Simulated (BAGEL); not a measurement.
# CH5FGeO (SMILES [CH3][GeH]([OH])[F]): a chain of runs

Aim: a series of 15 runs (B3LYP/def2-SV(P), RI-MP2/def2-SV(P)) of CH5FGeO. 

The results are computed with BAGEL 1.2.2.

1 further run of the same task is left out (set aside as unsound or not needed).

### Step 1. Starting point

CH5FGeO has 9 atoms, charge 0, and is taken as a singlet. As SMILES, `[CH3][GeH]([OH])[F]`. One bond was lengthened or shortened from a relaxed shape.

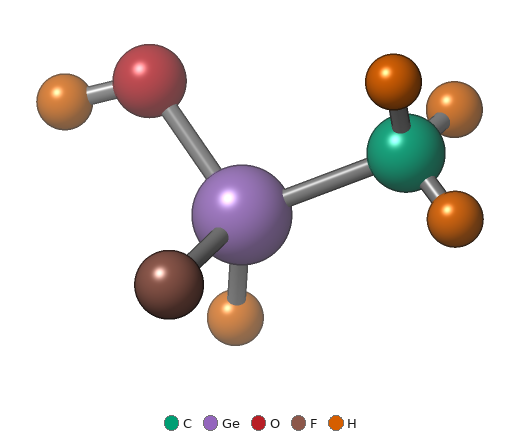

The structure, seen from a chosen angle (carbon teal, germanium purple, oxygen red, fluorine brown, hydrogen orange).

### Step 2. The energy at B3LYP/def2-SV(P) (density fitting with svp-jkfit) (run 1)

Contents of job.json:

```json
{ "bagel" : [

{
  "title" : "molecule",
  "basis" : "def2-sv_p_.json",
  "df_basis" : "svp-jkfit",
  "angstrom" : true,
  "geometry" : [
    { "atom" : "C", "xyz" : [      -0.767729,       0.943055,      -0.710113 ] },
    { "atom" : "Ge", "xyz" : [      -0.010429,      -0.677545,      -0.004413 ] },
    { "atom" : "O", "xyz" : [       1.171271,      -0.204545,       1.219587 ] },
    { "atom" : "F", "xyz" : [       0.875671,      -1.472445,      -1.279713 ] },
    { "atom" : "H", "xyz" : [       0.040171,       1.591055,      -1.050513 ] },
    { "atom" : "H", "xyz" : [      -1.336629,       1.459655,       0.063787 ] },
    { "atom" : "H", "xyz" : [      -1.327100,       0.751300,      -1.423500 ] },
    { "atom" : "H", "xyz" : [      -0.964229,      -1.758945,       0.530887 ] },
    { "atom" : "H", "xyz" : [       1.617771,      -0.948545,       1.629587 ] }
  ]
},

{ "title" : "ks", "xc_func" : "b3lyp" },

{ "title" : "print", "file" : "orbitals.molden", "orbitals" : true }

]}
```

The basis set def2-SV(P) is read from a file made from the Basis Set Exchange's data (not shown).

Launch:

```sh
$ BAGEL_NUM_THREADS=1 BAGEL job.json > job.out
```

Standard output:

```text
* using 1 threads per process

  ===============================================================
  ===============================================================

  *** Geometry ***

  { "atom" : "C", "xyz" : [     -1.450798,      1.782116,     -1.341919 ] },
  { "atom" : "Ge", "xyz" : [     -0.019708,     -1.280374,     -0.008339 ] },
  { "atom" : "O", "xyz" : [      2.213381,     -0.386534,      2.304685 ] },
  { "atom" : "F", "xyz" : [      1.654778,     -2.782518,     -2.418307 ] },
  { "atom" : "H", "xyz" : [      0.075912,      3.006658,     -1.985182 ] },
  { "atom" : "H", "xyz" : [     -2.525863,      2.758348,      0.120540 ] },
  { "atom" : "H", "xyz" : [     -2.507856,      1.419751,     -2.690025 ] },
  { "atom" : "H", "xyz" : [     -1.822129,     -3.323924,      1.003231 ] },
  { "atom" : "H", "xyz" : [      3.057144,     -1.792490,      3.079473 ] },

  Number of auxiliary basis functions:      585

  Since a DF basis is specified, we compute 2- and 3-index integrals:
    o Being stored without compression. Storage requirement is 0.033 GB

  Number of basis functions:       84
  Number of electrons      :       60

    * METHOD: MOLECULE                             0.34

  *** Kohn-Sham DFT ***

    * Removing 16257 points whose weight is below 1.00e-10
    * Grid points: 117897

  === Nuclear Repulsion ===
   317.9370885496

       - DIIS with orbital gradients will be used.

  === KS iteration (b3lyp / def2-sv_p_.json) ===
      0      -2209.71546320          0.12618242           0.54
      1      -1971.92450922          0.23566493           0.59
      2      -2206.87940463          0.12013265           0.52
      3      -2184.61985377          0.19095778           0.78
      4      -2226.57275907          0.34893521           0.51
      5      -2230.96031692          0.31402024           0.54
[... 23 lines of this table left out ...]
     29      -2292.82211748          0.00000003           0.49
     30      -2292.82211748          0.00000000           0.49
    * SCF iteration converged.

    * Permanent dipole moment:
           (    0.565598,    -0.059283,    -0.397636) a.u.

    * METHOD: KS                                  16.52

    * METHOD: PRINT                                0.01

  ===============================================================
```

Wall time 17 s (1 thread of Arm Neoverse V2, shared host); peak memory 0.51 GiB.

### Step 3. Bond 7-1 at 1.090 A: the energy at RI-MP2/def2-SV(P) (density fitting with svp-jkfit) (run 2)

Contents of input.json:

```json
{ "bagel" : [

{
  "title" : "molecule",
  "basis" : "def2-sv_p_.json",
  "df_basis" : "svp-jkfit",
  "angstrom" : true,
  "geometry" : [
    { "atom" : "C", "xyz" : [   -0.669027,    0.976891,   -0.584234 ] },
    { "atom" : "Ge", "xyz" : [    0.088273,   -0.643709,    0.121466 ] },
    { "atom" : "O", "xyz" : [    1.269973,   -0.170709,    1.345466 ] },
    { "atom" : "F", "xyz" : [    0.974373,   -1.438609,   -1.153834 ] },
    { "atom" : "H", "xyz" : [    0.138873,    1.624891,   -0.924634 ] },
    { "atom" : "H", "xyz" : [   -1.237927,    1.493491,    0.189666 ] },
    { "atom" : "H", "xyz" : [   -1.327100,    0.751300,   -1.423500 ] },
    { "atom" : "H", "xyz" : [   -0.865527,   -1.725109,    0.656766 ] },
    { "atom" : "H", "xyz" : [    1.716473,   -0.914709,    1.755466 ] }
  ]
},
{
  "title" : "hf"
},
{
  "title" : "mp2",
  "ncore" : 12
}

]}
```

The basis set def2-SV(P) is read from a file made from the Basis Set Exchange's data (not shown).

Launch:

```sh
$ BAGEL_NUM_THREADS=1 BAGEL input.json > input.out
```

Standard output:

```text
* using 1 threads per process

  ===============================================================
  ===============================================================

  *** Geometry ***

  { "atom" : "C", "xyz" : [     -1.264278,      1.846056,     -1.104042 ] },
  { "atom" : "Ge", "xyz" : [      0.166812,     -1.216434,      0.229537 ] },
  { "atom" : "O", "xyz" : [      2.399901,     -0.322593,      2.542562 ] },
  { "atom" : "F", "xyz" : [      1.841298,     -2.718577,     -2.180430 ] },
  { "atom" : "H", "xyz" : [      0.262432,      3.070599,     -1.747305 ] },
  { "atom" : "H", "xyz" : [     -2.339343,      2.822289,      0.358417 ] },
  { "atom" : "H", "xyz" : [     -2.507856,      1.419751,     -2.690025 ] },
  { "atom" : "H", "xyz" : [     -1.635609,     -3.259984,      1.241108 ] },
  { "atom" : "H", "xyz" : [      3.243664,     -1.728549,      3.317350 ] },

  Number of auxiliary basis functions:      585

  Since a DF basis is specified, we compute 2- and 3-index integrals:
    o Being stored without compression. Storage requirement is 0.033 GB

  Number of basis functions:       84
  Number of electrons      :       60

    * METHOD: MOLECULE                             0.34

  *** RHF ***

  === Nuclear Repulsion ===
   316.9902424477

      * DIIS with orbital gradients will be used.

  === RHF iteration (def2-sv_p_.json) ===
      0      -2289.76443457          0.02222299           0.13
      1      -2289.95123259          0.01462342           0.12
      2      -2290.06067210          0.00145253           0.16
      3      -2290.06220376          0.00052886           0.13
      4      -2290.06239092          0.00007599           0.12
      5      -2290.06239759          0.00002745           0.12
      6      -2290.06239822          0.00001328           0.13
      7      -2290.06239838          0.00000215           0.13
      8      -2290.06239839          0.00000081           0.13
      9      -2290.06239839          0.00000031           0.13
     10      -2290.06239839          0.00000009           0.14
     11      -2290.06239839          0.00000004           0.13
     12      -2290.06239839          0.00000001           0.13
     13      -2290.06239839          0.00000001           0.13
    * SCF iteration converged.

    * Permanent dipole moment:
           (    0.697795,    -0.015648,    -0.453344) a.u.

    * METHOD: HF                                   2.12

  *** RHF ***

  === Nuclear Repulsion ===
   316.9902424477

      * DIIS with orbital gradients will be used.

  === RHF iteration (def2-sv_p_.json) ===
      0      -2290.06239839          0.00000000           0.13
    * SCF iteration converged.

    * Permanent dipole moment:
           (    0.697794,    -0.015647,    -0.453344) a.u.

  === DF-MP2 calculation ===

    * freezing 12 orbitals
    * 3-index integral transformation done
    * assembly done

      MP2 correlation energy:   -0.7145622870      0.08

      MP2 total energy:       -2290.7769606781

    * METHOD: MP2                                  0.35

  ===============================================================
```

Run time: 3.3 s. Hardware: 1 thread of Arm Neoverse V2, shared host; peak memory 0.15 GiB.

Runs 3 to 9 aren't shown in full; the table further down has their settings and results.

### Step 4. Bond 7-1 at 2.071 A: the energy at RI-MP2/def2-SV(P) (density fitting with svp-jkfit) (run 10)

Contents of job.json:

```json
{ "bagel": [

{
  "title": "molecule",
  "basis": "def2-sv_p_.json",
  "df_basis": "svp-jkfit",
  "angstrom": true,
  "geometry": [
    { "atom": "C", "xyz": [   -0.076695,    1.179945,    0.171189 ] },
    { "atom": "Ge", "xyz": [    0.680605,   -0.440655,    0.876889 ] },
    { "atom": "O", "xyz": [    1.862305,    0.032345,    2.100889 ] },
    { "atom": "F", "xyz": [    1.566705,   -1.235555,   -0.398411 ] },
    { "atom": "H", "xyz": [    0.731205,    1.827945,   -0.169211 ] },
    { "atom": "H", "xyz": [   -0.645595,    1.696545,    0.945089 ] },
    { "atom": "H", "xyz": [   -1.327100,    0.751300,   -1.423500 ] },
    { "atom": "H", "xyz": [   -0.273195,   -1.522055,    1.412189 ] },
    { "atom": "H", "xyz": [    2.308805,   -0.711655,    2.510889 ] }
  ]
},
{
  "title": "hf"
},
{
  "title": "mp2",
  "ncore": 12
}

]}
```

The basis set def2-SV(P) is read from a file made from the Basis Set Exchange's data (not shown).

Launch:

```sh
$ BAGEL_NUM_THREADS=1 BAGEL job.json > job.out
```

Standard output:

```text
* using 1 threads per process

  ===============================================================
  ===============================================================

  *** Geometry ***

  { "atom" : "C", "xyz" : [     -0.144933,      2.229773,      0.323500 ] },
  { "atom" : "Ge", "xyz" : [      1.286157,     -0.832717,      1.657080 ] },
  { "atom" : "O", "xyz" : [      3.519246,      0.061123,      3.970105 ] },
[... 5 lines of this table left out ...]
  { "atom" : "H", "xyz" : [      4.363009,     -1.344833,      4.744893 ] },

  Number of auxiliary basis functions:      585

  Since a DF basis is specified, we compute 2- and 3-index integrals:
    o Being stored without compression. Storage requirement is 0.033 GB

  Number of basis functions:       84
  Number of electrons      :       60

    * METHOD: MOLECULE                             0.43

  *** RHF ***

  === Nuclear Repulsion ===
   313.4215180363

      * DIIS with orbital gradients will be used.

  === RHF iteration (def2-sv_p_.json) ===
      0      -2289.57581796          0.02264624           0.17
      1      -2289.77298817          0.01542152           0.15
      2      -2289.89947217          0.00149541           0.17
[... 11 lines of this table left out ...]
     14      -2289.90205181          0.00000000           0.16
    * SCF iteration converged.

    * Permanent dipole moment:
           (    0.405534,    -0.052535,    -0.826542) a.u.

    * METHOD: HF                                   2.76

  *** RHF ***

  === Nuclear Repulsion ===
   313.4215180363

      * DIIS with orbital gradients will be used.

  === RHF iteration (def2-sv_p_.json) ===
      0      -2289.90205181          0.00000000           0.17
    * SCF iteration converged.

    * Permanent dipole moment:
           (    0.405534,    -0.052535,    -0.826542) a.u.

  === DF-MP2 calculation ===

    * freezing 12 orbitals
    * 3-index integral transformation done
    * assembly done

      MP2 correlation energy:   -0.7310455456      0.09

      MP2 total energy:       -2290.6330973540

    * METHOD: MP2                                  0.43

  ===============================================================
```

Run time: 3.9 s. Hardware: 1 thread of Arm Neoverse V2, shared host; peak memory 0.15 GiB.

Runs 11 to 14 aren't shown in full; the table further down has their settings and results.

### Step 5. Bond 7-1 at 3.052 A: the energy at B3LYP/def2-SV(P) (density fitting with svp-jkfit) (run 15)

Contents of input.json:

```json
{ "bagel" : [

{
  "title" : "molecule",
  "basis" : "def2-sv_p_.json",
  "df_basis" : "svp-jkfit",
  "angstrom" : true,
  "geometry" : [
    { "atom" : "C", "xyz" : [    0.515577,    1.382979,    0.926536 ] },
    { "atom" : "Ge", "xyz" : [    1.272877,   -0.237621,    1.632236 ] },
    { "atom" : "O", "xyz" : [    2.454577,    0.235379,    2.856236 ] },
    { "atom" : "F", "xyz" : [    2.158977,   -1.032521,    0.356936 ] },
    { "atom" : "H", "xyz" : [    1.323477,    2.030979,    0.586136 ] },
    { "atom" : "H", "xyz" : [   -0.053323,    1.899579,    1.700436 ] },
    { "atom" : "H", "xyz" : [   -1.327100,    0.751300,   -1.423500 ] },
    { "atom" : "H", "xyz" : [    0.319077,   -1.319021,    2.167536 ] },
    { "atom" : "H", "xyz" : [    2.901077,   -0.508621,    3.266236 ] }
  ]
},
{ "title" : "ks", "xc_func" : "b3lyp" },
{ "title" : "print", "file" : "orbitals.molden", "orbitals" : true }

]}
```

The basis set def2-SV(P) is read from a file made from the Basis Set Exchange's data (not shown).

Launch:

```sh
$ BAGEL_NUM_THREADS=1 BAGEL input.json > input.out
```

Standard output:

```text
* using 1 threads per process

  ===============================================================
  ===============================================================

  *** Geometry ***

  { "atom" : "C", "xyz" : [      0.974299,      2.613452,      1.750899 ] },
  { "atom" : "Ge", "xyz" : [      2.405389,     -0.449039,      3.084479 ] },
  { "atom" : "O", "xyz" : [      4.638478,      0.444802,      5.397504 ] },
  { "atom" : "F", "xyz" : [      4.079875,     -1.951182,      0.674511 ] },
  { "atom" : "H", "xyz" : [      2.501009,      3.837994,      1.107637 ] },
  { "atom" : "H", "xyz" : [     -0.100766,      3.589684,      3.213358 ] },
  { "atom" : "H", "xyz" : [     -2.507856,      1.419751,     -2.690025 ] },
  { "atom" : "H", "xyz" : [      0.602968,     -2.492588,      4.096049 ] },
  { "atom" : "H", "xyz" : [      5.482241,     -0.961154,      6.172292 ] },

  Number of auxiliary basis functions:      585

  Since a DF basis is specified, we compute 2- and 3-index integrals:
    o Being stored without compression. Storage requirement is 0.033 GB

  Number of basis functions:       84
  Number of electrons      :       60

    * METHOD: MOLECULE                             0.35

  *** Kohn-Sham DFT ***

    * Removing 14664 points whose weight is below 1.00e-10
    * Grid points: 119490

  === Nuclear Repulsion ===
   311.3846128883

       - DIIS with orbital gradients will be used.

  === KS iteration (b3lyp / def2-sv_p_.json) ===
      0      -2210.73590293          0.12587970           0.53
      1      -1975.54332275          0.23358571           0.54
      2      -2207.98049634          0.11926566           0.50
      3      -2185.25808818          0.18917731           0.55
      4      -2223.72252189          0.30300358           0.50
      5      -2235.79635086          0.30427175           0.55
[... 36 lines of this table left out ...]
     42      -2292.62575950          0.00000003           0.50
     43      -2292.62575950          0.00000001           0.50
    * SCF iteration converged.

    * Permanent dipole moment:
           (    0.169278,    -0.123009,    -0.900125) a.u.

    * METHOD: KS                                  22.72

    * METHOD: PRINT                                0.01

  ===============================================================
```

It took 23 s on 1 thread of Arm Neoverse V2, shared host; peak memory 0.51 GiB.

### Step 6. All runs side by side

```tsv
run	level	frozen core orbitals	partner	energy (Eh)	dipole moment (D)	HOMO energy (eV)	LUMO energy (eV)	wall time
1	B3LYP/def2-SV(P) (density fitting with svp-jkfit)	–	bond 7-1 at 0.927 A	-2292.822117	1.76	-8.46	0.79	17 s
2	RI-MP2/def2-SV(P) (density fitting with svp-jkfit)	12	bond 7-1 at 1.090 A	-2290.776961	–	–	–	3.3 s
3	B3LYP/def2-SV(P) (density fitting with svp-jkfit)	–	bond 7-1 at 1.090 A	-2292.849047	1.76	-8.46	0.75	24 s
4	RI-MP2/def2-SV(P) (density fitting with svp-jkfit)	12	bond 7-1 at 1.254 A	-2290.766175	–	–	–	3.3 s
5	B3LYP/def2-SV(P) (density fitting with svp-jkfit)	–	bond 7-1 at 1.254 A	-2292.838727	1.76	-8.48	0.62	24 s
6	RI-MP2/def2-SV(P) (density fitting with svp-jkfit)	12	bond 7-1 at 1.472 A	-2290.731331	–	–	–	3.3 s
7	B3LYP/def2-SV(P) (density fitting with svp-jkfit)	–	bond 7-1 at 1.472 A	-2292.805431	1.77	-8.52	-0.11	18 s
8	RI-MP2/def2-SV(P) (density fitting with svp-jkfit)	12	bond 7-1 at 1.744 A	-2290.682936	–	–	–	2.9 s
9	B3LYP/def2-SV(P) (density fitting with svp-jkfit)	–	bond 7-1 at 1.744 A	-2292.759187	1.81	-8.57	-1.57	18 s
10	RI-MP2/def2-SV(P) (density fitting with svp-jkfit)	12	bond 7-1 at 2.071 A	-2290.633097	–	–	–	3.9 s
11	B3LYP/def2-SV(P) (density fitting with svp-jkfit)	–	bond 7-1 at 2.071 A	-2292.711041	1.92	-8.24	-2.98	26 s
12	RI-MP2/def2-SV(P) (density fitting with svp-jkfit)	12	bond 7-1 at 2.507 A	-2290.585788	–	–	–	2.7 s
13	B3LYP/def2-SV(P) (density fitting with svp-jkfit)	–	bond 7-1 at 2.507 A	-2292.663409	2.12	-7.58	-4.16	19 s
14	RI-MP2/def2-SV(P) (density fitting with svp-jkfit)	12	bond 7-1 at 3.052 A	-2290.554758	–	–	–	3.6 s
15	B3LYP/def2-SV(P) (density fitting with svp-jkfit)	–	bond 7-1 at 3.052 A	-2292.625760	2.35	-7.08	-4.98	23 s
```

### Step 7. Results

```
                                  quantity           value
 bond 7-1 at 3.052 A, run 15: total energy  -2292.62576 Eh
bond 7-1 at 3.052 A, run 15: dipole moment          2.35 D
  bond 7-1 at 3.052 A, run 15: HOMO energy        -7.08 eV
  bond 7-1 at 3.052 A, run 15: LUMO energy        -4.98 eV
bond 7-1 at 3.052 A, run 15: HOMO–LUMO gap         2.10 eV
```

In words: In runs 10, 11, 12, 13, 14, 15 a closed-shell determinant meets a far-stretched bond, which it describes badly. All runs together took 3.2 min, the longest 26 s.
